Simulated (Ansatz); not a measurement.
```xyz
7

B     0.1729    1.1411    0.4026
F    -1.2560   -1.0021   -1.3692
Ga    1.1286    1.5235   -1.2053
Ga    0.2455    1.9589    2.3764
Si   -1.0073   -0.2103    0.0514
H    -1.9848   -0.8791    0.9572
H     1.9645    1.9161   -2.4579
```

Geometry: PBE0-D3(BJ)/pcseg-1.

Computed with Ansatz 0.2.0, isolated molecule in a Gaussian basis; Kohn-Sham density functional theory, functional PBE0.

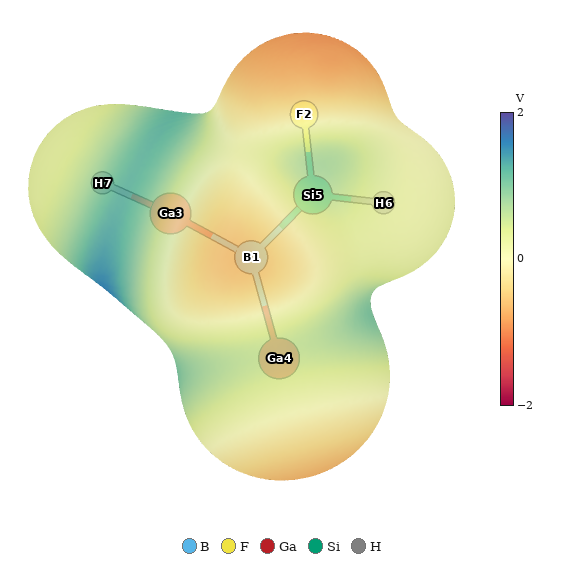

BFGa$_{2}$H$_{2}$Si. The electrostatic potential painted on the density surface at 0.001 e/bohr³, seen at a tilt; red is negative and blue positive.

Describe the electrostatic potential map.

The most negative region (about −0.9 V) lies over F2, the most positive (about +1.6 V) over Ga3.
